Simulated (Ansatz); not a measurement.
Band structure of Ir (Fm-3m, 1 atom in the cell).

```
CELL_PARAMETERS angstrom
      0.00000     1.92000     1.92000
      1.92000     0.00000     1.92000
      1.92000     1.92000     0.00000
ATOMIC_POSITIONS crystal
  Ir 0.00000 0.00000 0.00000
```

Level of theory: PBE (plane waves, PAW; Ansatz, an electronic-structure program).

Settings: basis.ecutwfc = 420 eV; kpoints.mp_grid.grid = 10 10 10; hamiltonian.xc = pbe; hamiltonian.pseudopotentials = {kind: paw} (the program's default PAW files); scf.occupations.method = fermi_dirac; scf.occupations.width = 0.1 eV; kpoints.band_path.npoints = 8.

The starting cell has typed, rounded lattice constants, without a prior relaxation at this level. Spin-orbit coupling is off. Spin polarisation is off.

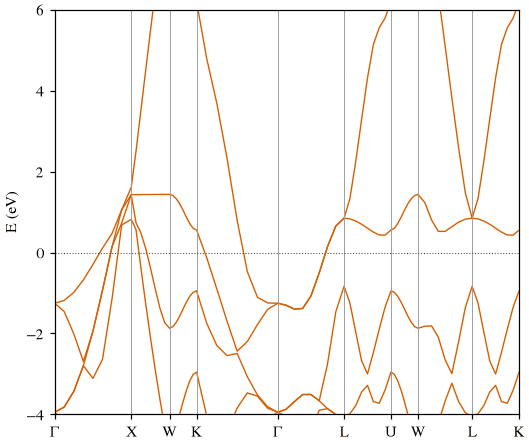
Fig. 1. Bands along the path, energies from the Fermi level.

Levels in eV from the Fermi level, bands 5 to 12:
| point | 5 | 6 | 7 | 8 | 9 | 10 | 11 | 12 |
|---|---|---|---|---|---|---|---|---|
| Γ | -11.18 | -3.95 | -3.95 | -3.95 | -1.25 | -1.25 | 13.54 | 19.05 |
| X | -7.98 | -7.40 | 0.82 | 1.43 | 1.43 | 1.61 | 10.47 | 11.42 |
| W | -6.32 | -4.94 | -4.94 | -1.87 | 1.44 | 8.09 | 8.96 | 8.96 |
| K | -7.01 | -6.05 | -2.95 | -0.95 | 0.56 | 6.20 | 7.64 | 11.41 |
| L | -8.16 | -4.05 | -4.05 | -0.83 | 0.85 | 0.85 | 7.22 | 13.20 |
| U | -7.01 | -6.05 | -2.95 | -0.95 | 0.56 | 6.20 | 7.64 | 11.41 |

Bands cross the Fermi level along this path, so the cell is metallic at this level.

Keys are those of Ansatz 0.2.
